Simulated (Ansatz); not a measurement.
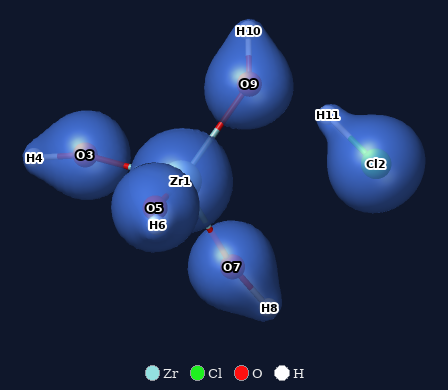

H₄O₄Zr···HCl. Isosurface of the electron density at 1 e/Å³ (blue), seen at an oblique angle.

Core potentials replace the inner electrons of Zr.

All numbers below come from RKS PBE0-D4/def2-SVP (Ansatz 0.2.0).

Input file:

```
crystal:
  periodic: [false, false, false]
  atoms:
    - { symbol: Zr, position_ang: [0.474722, 0.156927, -0.281143] }
    - { symbol: Cl, position_ang: [-1.273986, 0.452631, 2.990892] }
    - { symbol: O, position_ang: [1.690591, -0.236514, -1.715069] }
    - { symbol: H, position_ang: [2.102741, -0.59799, -2.497666] }
    - { symbol: O, position_ang: [-0.99795, 1.206445, -0.924018] }
    - { symbol: H, position_ang: [-1.775076, 1.702065, -1.173303] }
    - { symbol: O, position_ang: [-0.152565, -1.512056, 0.458229] }
    - { symbol: H, position_ang: [-0.7158, -1.848408, 1.158218] }
    - { symbol: O, position_ang: [1.451259, 1.199556, 1.164127] }
    - { symbol: H, position_ang: [2.306221, 1.606392, 1.314096] }
    - { symbol: H, position_ang: [-0.070256, 0.968251, 2.733736] }
basis:
  gaussian: { orbitals: def2-SVP }
hamiltonian:
  xc: pbe0
  dispersion: d4
relax:
  f_tol: 0.03
  max_steps: 50
output:
  orbitals: {}
```

Command:

```sh
ansatz run input.yaml --threads 4 --pin off --max-ram 5120MiB --backend cpu --events-out ev --progress --plain --runs-dir out
```

The fields are those of the run's last geometry, not of the input's.

**How is the density connected at this value?**

At this value the surface falls into six separate pieces. It bridges the sampled O–H (0.96 Å) contacts, where the density stays above the isovalue. It is pinched off along the sampled O···H (1.63 Å), Zr–O (1.92 Å) and Zr–O (2.00 Å) contacts. On the grid the lowest density along these lines, outside the cores, is 0.38 e/Å³ (O···H, 1.63 Å), 0.87 e/Å³ (Zr–O, 1.92 Å), 2.4 e/Å³ (O–H, 0.96 Å) and 0.74 e/Å³ (Zr–O, 2.00 Å).
